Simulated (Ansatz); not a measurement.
# C2H4FNSi: one species, many methods

Aim: compute C2H4FNSi with functionals from several rungs and with coupled cluster. The yardstick is the atomisation energy at the CCSD(T) limit.

Method: functionals in def2-TZVPP, the program's frozen cores in correlated methods; program: Ansatz 0.2.0, Gaussian basis.

Levels to be run: LDA (SPW92), PBE-D4, revPBE-D4, BLYP-D4, r2SCAN-D4, B97M-V, PBE0-D4, B3LYP-D4, r2SCANh-D4, r2SCAN0-D4, HSE06-D4, BHLYP-D4, CAM-B3LYP-D4, LC-ωPBE, ωB97X-V, ωB97M-V, B2PLYP, PBE-QIDH; CCSD(T)/def2-SVP; CCSD(T)/def2-TZVPP; MP2/def2-QZVPP; extrapolation to the limit; RPA on PBE.

## (1) Structure used throughout

An earlier PBE0-D4 in a triple-zeta def2 set relaxation fixed the geometry.

SMILES `C[SiH]1N=C1F`, 9 atoms, charge 0, spin multiplicity 1.

Atoms are counted from 1 here; the program's logs count them from 0.

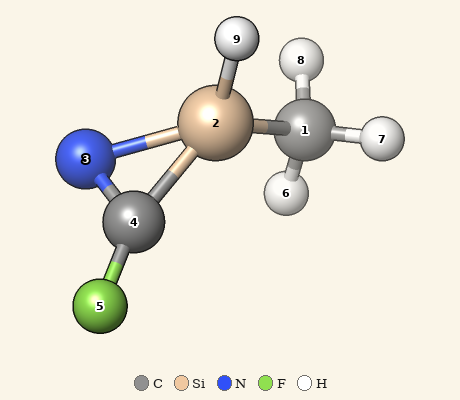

The structure; carbon grey, silicon light orange, nitrogen blue, fluorine green, hydrogen white; atoms are numbered from 1 in the order of the file.

Coordinates:

```
C    -1.30854   -0.47472   -0.24528
Si    0.23884    0.10695    0.58351
N     1.84352   -0.49320    0.03462
C     1.66084    0.71757   -0.27116
F     2.47734    1.52331   -0.92095
H    -1.13683   -0.64702   -1.30858
H    -2.10751    0.26234   -0.13165
H    -1.64978   -1.40778    0.21168
H     0.07073    0.36624    2.03062
```

## (2) LDA

This LDA is Slater exchange with PW92 correlation.

in.yaml

```yaml
crystal:
  periodic: [false, false, false]
  atoms:
    - {symbol: C, position_ang: [-1.308535, -0.474719, -0.245279]}
    - {symbol: Si, position_ang: [0.238837, 0.106947, 0.583510]}
    - {symbol: N, position_ang: [1.843518, -0.493201, 0.034616]}
    - {symbol: C, position_ang: [1.660838, 0.717569, -0.271163]}
    - {symbol: F, position_ang: [2.477339, 1.523306, -0.920949]}
    - {symbol: H, position_ang: [-1.136834, -0.647016, -1.308580]}
    - {symbol: H, position_ang: [-2.107510, 0.262345, -0.131652]}
    - {symbol: H, position_ang: [-1.649779, -1.407776, 0.211683]}
    - {symbol: H, position_ang: [0.070726, 0.366245, 2.030615]}
basis:
  gaussian: {orbitals: def2-TZVPP}
hamiltonian: {xc: lda}
output: {orbitals: {seedname: orbitals}}
```

Started as:

```
$ ansatz run in.yaml --threads 2 --pin off --events-out ev --progress --plain --max-ram 4352MiB
```

The runs that follow: PBE-D4 (GGA); revPBE-D4 (GGA); BLYP-D4 (GGA); r2SCAN-D4 (meta-GGA); B97M-V (meta-GGA); B3LYP-D4 (hybrid); r2SCANh-D4 (hybrid); r2SCAN0-D4 (hybrid); HSE06-D4 (hybrid); BHLYP-D4 (hybrid); CAM-B3LYP-D4 (range-separated); LC-ωPBE (range-separated); ωB97X-V (range-separated); ωB97M-V (range-separated); B2PLYP (double hybrid); PBE-QIDH (double hybrid); CCSD(T) in def2-SVP; CCSD(T) in def2-TZVPP; MP2 in def2-QZVPP; RPA on PBE orbitals.

Before running them: what should the planned runs give, taken together? Wanted: atomisation energy, CCSD(T)/CBS; farthest beyond LDA; mean size of error, GGA; mean size of error, meta-GGA; mean size of error, hybrid; mean size of error, range-separated; mean size of error, double hybrid; gap, smallest and largest; T1 diagnostic.

**Answer**, as computed:

```
                               quantity                                      value
        atomisation energy, CCSD(T)/CBS                             821.0 kcal/mol
functionals within 4.1 kcal/mol (0.5 %)    B3LYP-D4, r2SCANh-D4, LC-ωPBE, PBE-QIDH
                    farthest beyond LDA                  BHLYP-D4 (-32.0 kcal/mol)
                mean size of error, GGA                              15.3 kcal/mol
           mean size of error, meta-GGA                               6.1 kcal/mol
             mean size of error, hybrid                              11.0 kcal/mol
    mean size of error, range-separated                               6.1 kcal/mol
      mean size of error, double hybrid                               5.0 kcal/mol
              gap, smallest and largest  4.45 eV (LDA (SPW92)), 11.61 eV (LC-ωPBE)
                          T1 diagnostic                                     0.0142
triples share of the correlation energy                                      4.2 %
```

**Reading.** LDA overbinds by 141.0 kcal/mol (17 %). PBE-D4 misses by +31.4 kcal/mol. Double hybrids carry the basis error of their MP2 part in triple zeta, and no dispersion term here, so their miss is partly the set-up's. By mean error the best rung here is double hybrid (5.0 kcal/mol) and the worst beyond LDA is GGA (15.3 kcal/mol). The gap between the best rungs is small, so their order is not settled. The reference freezes the cores and leaves out relativity and excitations past (T), so misses under about 4.1 kcal/mol can't be ranked. Hartree-Fock recovers 69 % of the binding; the rest is correlation. CCSD(T) in def2-SVP is off by -53.7 kcal/mol, more than most functionals: a good method in a small basis is no reference. Orbital gaps span 4.4 to 11.6 eV; exact exchange widens them.
